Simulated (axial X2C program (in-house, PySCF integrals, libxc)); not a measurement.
**ZrH⁺: properties at the nuclei**

Wanted for ZrH⁺: properties at the nuclei, at the two-component level.

The runs use an in-house X2C program for linear molecules on PySCF integrals; two-component X2C with atomic mean-field terms, Zr dyall-cv3z, H dyall-v3z.

All values are calculated.

### Step 1. Input

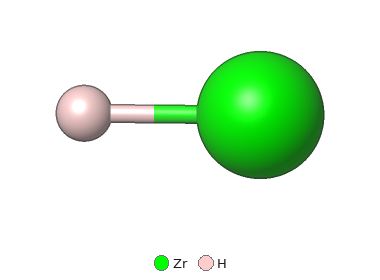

The two atoms at 1.860 Å (zirconium green, hydrogen pink).

The input, task.json:

```json
{
 "zs": [
  40,
  1
 ],
 "q": 1,
 "bas": [
  "dyall-cv3z",
  "dyall-v3z"
 ],
 "r0": 1.86,
 "levels": [
  "PBE0",
  "HF",
  "BHandHLYP",
  "LDA",
  "TPSSh"
 ],
 "nst": 3
}
```

Keys: zs atomic numbers; q charge; bas basis sets; r0 starting distance in Å; levels methods (HF also brings MP2); nst determinants followed.

Run with:

```sh
$ python soeom.py task.json out
```

The runs that follow: Expectation values, lowest determinant; Expectation values, a higher determinant; Expectation values, a higher determinant.

Q: Predict the outcome of this session. Wanted: lowest determinant; Eeff magnitude; Ws magnitude Zr; A∥/gI Zr; qzz Zr; higher determinant (for each run or level that gives them).

As calculated:

| quantity | value |
| --- | --- |
| lowest determinant | Ω = 1 (excess of +ω over −ω: ω = -1/2, ω = 3/2) |
| Eeff magnitude (GV/cm), PBE0 | 0.0119 |
| Ws magnitude Zr (kHz), PBE0 | 0.000847 |
| A∥/gI Zr (MHz), PBE0 | -1150 |
| qzz Zr (a.u.), PBE0 | -0.68 |
| higher determinant | Ω = 2 (excess of +ω over −ω: ω = 1/2, ω = 3/2) |
| Eeff magnitude (GV/cm), PBE0, higher determinant | 0.0804 |
| Ws magnitude Zr (kHz), PBE0, higher determinant | 0.00644 |
| A∥/gI Zr (MHz), PBE0, higher determinant | 506 |
| qzz Zr (a.u.), PBE0, higher determinant | -0.81 |
| higher determinant | Ω = 3 (excess of +ω over −ω: ω = 1/2, ω = 5/2) |
| Eeff magnitude (GV/cm), PBE0, higher determinant | 0.0118 |
| Ws magnitude Zr (kHz), PBE0, higher determinant | 0.00327 |
| A∥/gI Zr (MHz), PBE0, higher determinant | 701 |
| qzz Zr (a.u.), PBE0, higher determinant | -0.72 |

In words: In the first state, the effective field runs from 0.0119 to 0.324 GV/cm over the mean-field levels, so the levels don't agree on it. The expectation values come from single determinants, which for open shells can mix terms of unlike spin or miss the lowest Ω, so a determinant need not be a state. Eeff is the effective electric field on the electron dipole moment in this Ω state and Ws the scalar–pseudoscalar constant (defined with the proton number Z and per Ω); A∥ is the parallel hyperfine constant, which follows by multiplying with the nuclear g factor gI = μI/(I μN); qzz is the electric field gradient, eQq0 = 234.96 MHz × Q/barn × qzz. The operators were transformed with the bare-nucleus X2C matrices. A second determinant lies within 0.1 eV of the first.
